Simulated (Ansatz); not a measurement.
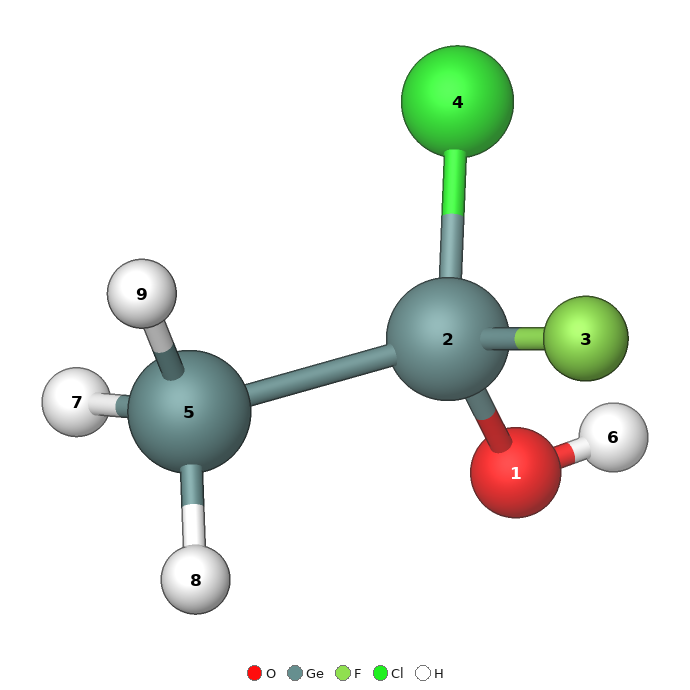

The atoms are numbered. The geometry was computed by an optimisation with PBE-D4/def2-SVP. No frequency run is at hand to confirm it as a minimum.

Q: How are the neighbours of atom 2 arranged?

A: Ge2 has 4 neighbours (O1 at 1.78, F3 at 1.76, Cl4 at 2.18, Ge5 at 2.43 Å); the arrangement is tetrahedral.

Q: What is the geometry at O1?

A: O1 has 2 neighbours (Ge2 at 1.78, H6 at 0.98 Å); the arrangement is bent.

Q: What is the geometry at Ge5?

A: Ge5 has 4 neighbours (Ge2 at 2.43, H7 at 1.55, H8 at 1.55, H9 at 1.54 Å); the arrangement is tetrahedral.
